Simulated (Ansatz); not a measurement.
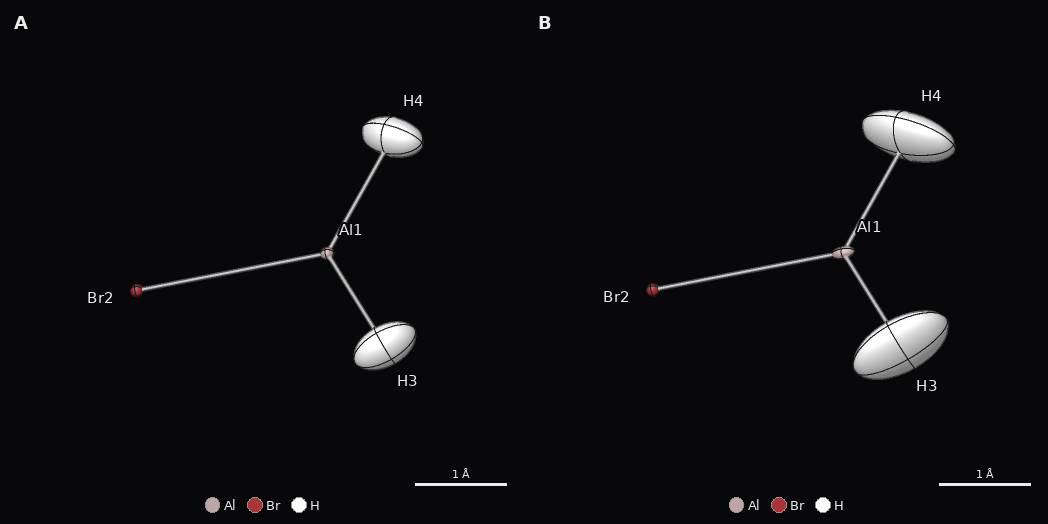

Displacement ellipsoids at the 50 % level, scaled by 1.5, from the internal vibrations of the free molecule (harmonic, no overall translation or rotation; no half-axis is drawn under 0.075 Å). Vibrations computed with RKS PBE0-D4/def2-TZVP (Ansatz 0.2.0). One panel is for 100 K, the other for 900 K.

**Which panel is for 900 K?**

B.

**How much does the mean-square displacement of H4 grow, and why?**

U_eq goes from 0.0159 to 0.0338 Å², a factor of 2.1. Modes below kT (626 cm⁻¹ at 900 K) grow about in proportion to T, and the lowest lies at 414 cm⁻¹; the mean-square amplitude of a mode is its zero-point value times coth(ħω/2kT), which comes close to 1 only above about 3kT.
